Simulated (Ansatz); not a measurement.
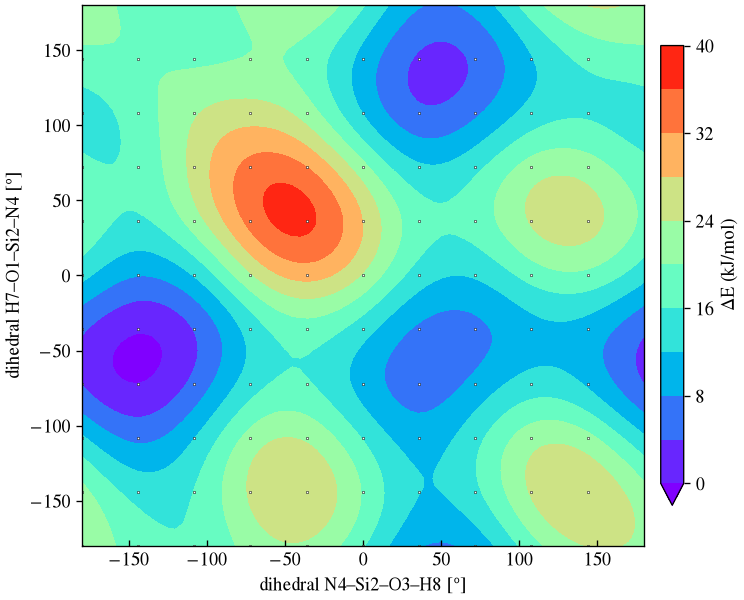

AlFH₃NO₂Si, SMILES O[Si]1(O)[NH][Al]1[F]. The first coordinate is: dihedral N4–Si2–O3–H8; the second: dihedral H7–O1–Si2–N4. Nothing is relaxed (all other coordinates rigid). The grid has 10 × 10 points. Points are written as (first, second). Energies are in kJ/mol, from the lowest grid point. Level of theory: RKS B3LYP-D4/def2-SVP (Ansatz).

In the figure: filled contours, dots at the grid points. Between grid points the surface is interpolated.

The lowest grid point is at (−144°, −72°). The bottom of the well lies between grid points, at about (−145°, −55°), about 0.98 kJ/mol lower on the interpolated surface. There are further wells near (36°, 144°) (3.5 kJ/mol above the lowest at that grid point); (36°, −72°) (6.0 kJ/mol above the lowest at that grid point). The highest grid point, (−36°, 36°), lies 36.8 kJ/mol above the lowest. On the interpolated surface the easiest way out of the lowest well to the well at about (45°, −55°) passes a barrier of about 12 kJ/mol, counted from the interpolated bottom of the well. Round the minimum the two coordinates are weakly coupled (coupling −0.13 in units of the two stiffnesses).

The level of theory is changed to Ansatz, RKS SPW92 (LDA)/def2-SVP; with it change the reference geometry, relaxed at the new level; the new grid has 18 × 18 points, laid about the new relaxed structure.

Q: What does this change do to the map?

A: The minimum (interpolated where it lies between grid points) moves from about (−145°, −55°) to about (−145°, −60°). The span from the lowest to the highest grid point grows from 36.8 to 43.1 kJ/mol. The easiest pass out of the lowest well stays at about 12 kJ/mol.

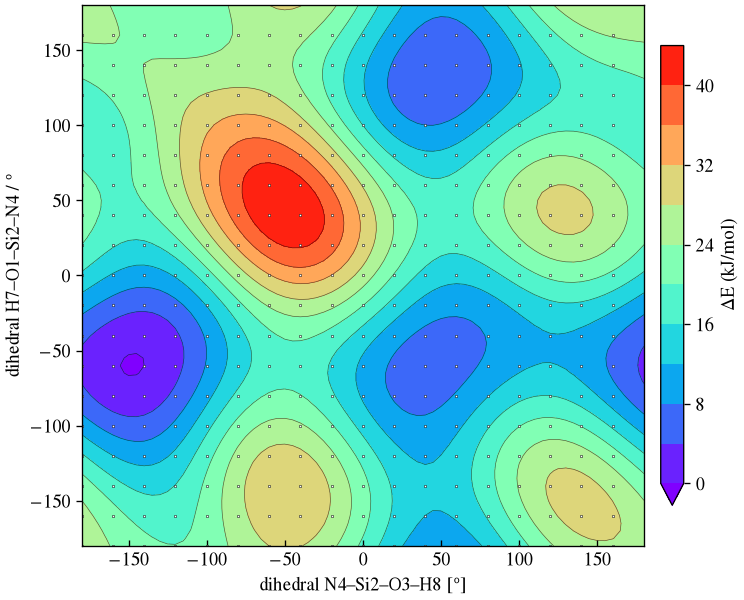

The map after the change, on a colour scale of its own. The picture shows filled contours, dots at the grid points. Between grid points the surface is interpolated.
